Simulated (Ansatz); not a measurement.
**CH$_{5}$AlClN···CH$_{4}$: density, localisation and related maps**

The calculation's input:

```
crystal:
  periodic: [false, false, false]
  atoms:
    - { symbol: Al, position_ang: [1.074086, -0.462276, 0.025343] }
    - { symbol: Cl, position_ang: [2.226015, 1.372979, 0.401934] }
    - { symbol: C, position_ang: [0.419055, -0.821944, -1.766568] }
    - { symbol: "N", position_ang: [0.899423, -1.536107, 1.418155] }
    - { symbol: H, position_ang: [-0.373313, 1.808204, 0.440163] }
    - { symbol: C, position_ang: [-1.433691, 1.576878, 0.512249] }
    - { symbol: H, position_ang: [1.226935, -1.235224, -2.397205] }
    - { symbol: H, position_ang: [0.07465, 0.107983, -2.250519] }
    - { symbol: H, position_ang: [-0.414287, -1.545541, -1.775284] }
    - { symbol: H, position_ang: [0.403251, -2.422573, 1.420999] }
    - { symbol: H, position_ang: [1.28975, -1.351058, 2.337873] }
    - { symbol: H, position_ang: [-1.583514, 0.534641, 0.839995] }
    - { symbol: H, position_ang: [-1.918889, 1.727629, -0.464575] }
    - { symbol: H, position_ang: [-1.88937, 2.24641, 1.257439] }
magnetization:
  spin_polarized: true
basis:
  gaussian: { orbitals: def2-SVP }
hamiltonian:
  xc: b3lyp
  dispersion: d4
relax:
  f_tol: 0.03
  max_steps: 50
output:
  orbitals: {}
```

Launched as:

```sh
ansatz run input.yaml --threads 4 --pin off --max-ram 5120MiB --backend cpu --events-out ev --progress --plain --runs-dir out
```

The fields are those of the run's last geometry, not of the input's.

Method: Ansatz 0.2.0, UKS B3LYP-D4/def2-SVP.

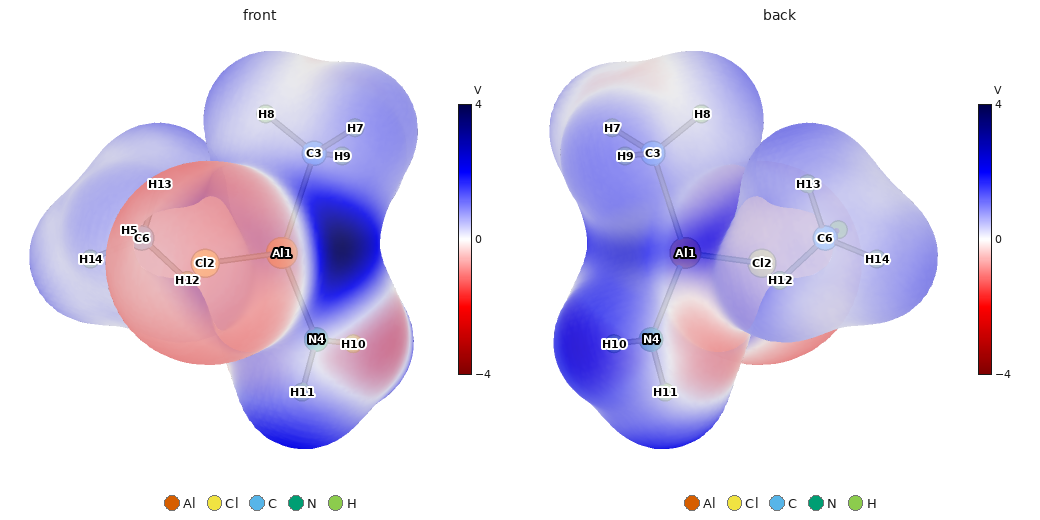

Figure 1. The molecular electrostatic potential painted on the density surface at 0.004 e/bohr³, seen from the front and from behind; red is negative and blue positive.

Where is the surface potential most negative and most positive?

Answer. The most negative region (about −0.9 V, or −21 kcal/mol for a unit charge) lies over Cl2 and N4, the most positive (about +3.4 V, or +78 kcal/mol for a unit charge) over Al1.

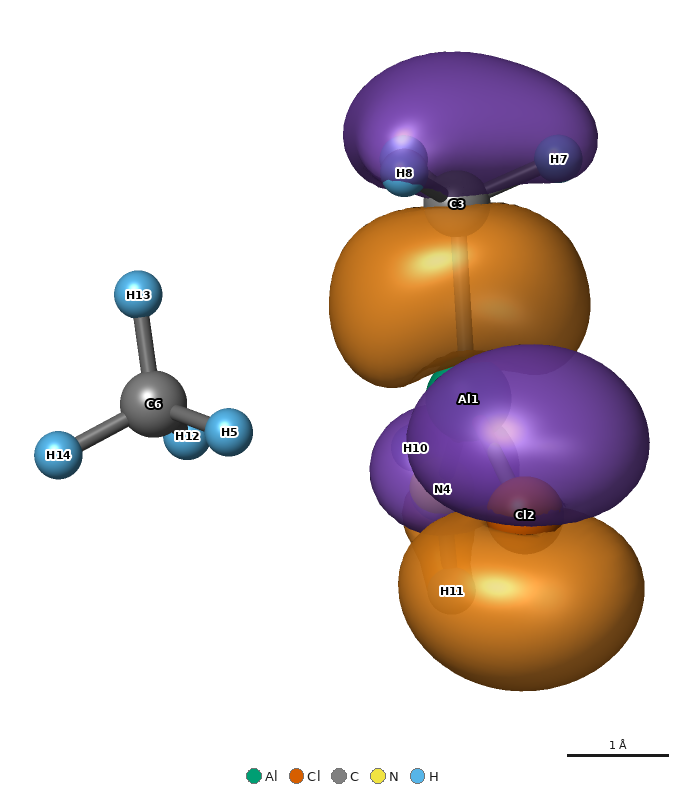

Figure 2. The HOMO−1 at ±0.08 Å⁻³ᐟ² (orange and purple are the two phases), seen at a tilt.

Describe this orbital and give its energy.

Answer. It lies mainly on Cl2 (about 50 %), C3 (about 25 %) and Al1 (about 10 %). Its energy is −7.97 eV.

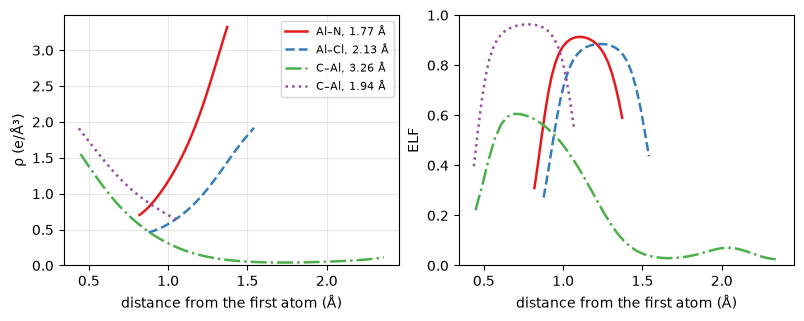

Figure 3. Electron density and electron localisation function along straight lines between neighbouring atoms. The curves leave out the atomic cores.

Compare the contacts.

Answer. Al–N (1.77 Å): ρ is about 0.83 e/Å³ halfway; the ELF peaks at about 0.90 in the valence shell of N, 0.7 Å from its nucleus, and is about 0.60 at the midpoint.
Al–Cl (2.13 Å): the density is about 0.67 e/Å³ at the midpoint; the ELF peaks at about 0.90 in the valence shell of Cl, 0.9 Å from its nucleus, and is about 0.80 at the midpoint.
C6···Al1 (3.26 Å): the density falls to about 0.04 e/Å³ on the way; the ELF is about 0.05 at the midpoint.
C–Al (1.94 Å): the density is about 0.74 e/Å³ at the midpoint; the ELF peaks at about 0.95 between the atoms, as expected for a polar covalent bond.
